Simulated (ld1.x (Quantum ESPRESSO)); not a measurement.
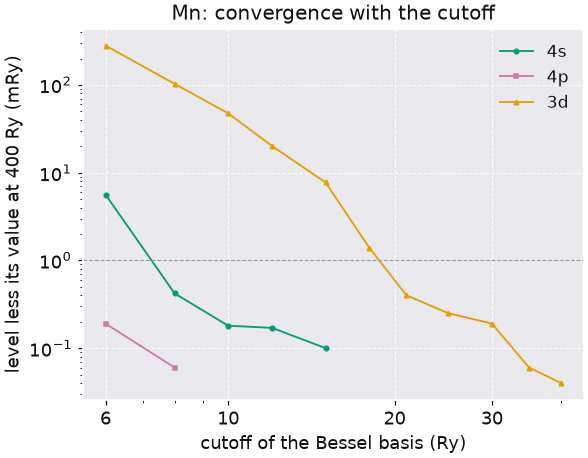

The pseudo-atom Hamiltonian at the reference potential is diagonalised in spherical Bessel functions (20 bohr box) up to the cutoff. Curves: distance of each valence level from its value at 400 Ry.

Input of ld1.x (Quantum ESPRESSO) 7.5:

```
 &input
   title='Mn', zed=25., rel=1, dft='PBE', iswitch=3,
   config='[Ar] 3d5 4s1 4p0',
   nld=3, rlderiv=3.25, eminld=-3.0, emaxld=5.0, deld=0.02
 /
 &inputp
   pseudotype=3, tm=.true., lloc=-1, rcloc=2.35,
   nlcc=.true.,
   which_augfun='PSQ', rmatch_augfun_nc=.true.,
   file_pseudopw='Mn.UPF', file_wfcaegen='ae.wfc', file_wfcncgen='nc.wfc', file_beta='beta', file_chi='chi', file_wfcusgen='us.wfc'
 /
6
4S  1  0   1.00   0.00  1.70  2.20  0.0
4S  1  0   0.00   3.90  1.70  2.20  0.0
4P  2  1   0.00   0.00  2.20  3.00  0.0
4P  2  1   0.00  -0.15  2.20  3.00  0.0
3D  3  2   5.00   0.00  1.90  2.25  0.0
3D  3  2   0.00  -0.35  1.90  2.25  0.0
 &test
   configts(1)='3d5 4s1 4p0'
 /
```

Command:
```bash
ld1.x < Mn.in > Mn.out
```

Functional and relativity: PBE, scalar-relativistic.

Question: Which occupied shell is the hardest?

Answer: 3d: its level needs 21 Ry to come within 1 mRy, against 8 Ry for 4s.

Question: At which cutoff does each level come within 1 mRy for good?

Answer: 4s: 8 Ry; 4p: 6 Ry or less; 3d: 21 Ry.

Question: What cutoffs are needed for 10 mRy and 1 mRy in the sum of levels?

Answer: 18 Ry and 30 Ry, on the ladder of cutoffs that was run.
